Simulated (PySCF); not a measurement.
C₄H₆SSi, SMILES [SiH3]c1cccs1 at its GFN2-xTB optimised geometry (Å):

```
12

Si     2.2688     0.8529     0.0083
C      0.4611     0.3596    -0.0003
C     -0.0933    -0.8871     0.0000
C     -1.5043    -0.8871     0.0000
C     -2.0188     0.3691     0.0000
S     -0.7875     1.5666     0.0006
H      2.5136     1.7846    -1.0937
H      3.0474    -0.3740    -0.1604
H      2.5857     1.4984     1.2843
H      0.5002    -1.7846    -0.0005
H     -2.1053    -1.7793    -0.0005
H     -3.0474     0.6711    -0.0013
```

Method: CAM-B3LYP/def2-TZVP (PySCF). Cells within 0.4 Å of a nucleus heavier than hydrogen are left out (blank, or x).

Map of the electron localisation function on the plane z = 0.0 Å:

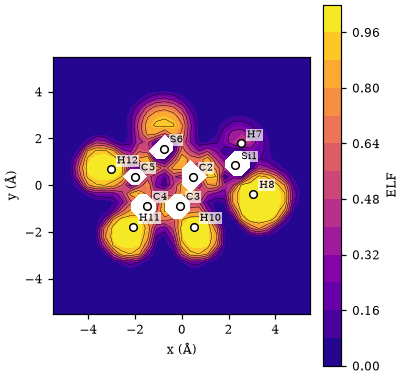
Figure: Electron localisation function on the plane z = 0.0 Å.
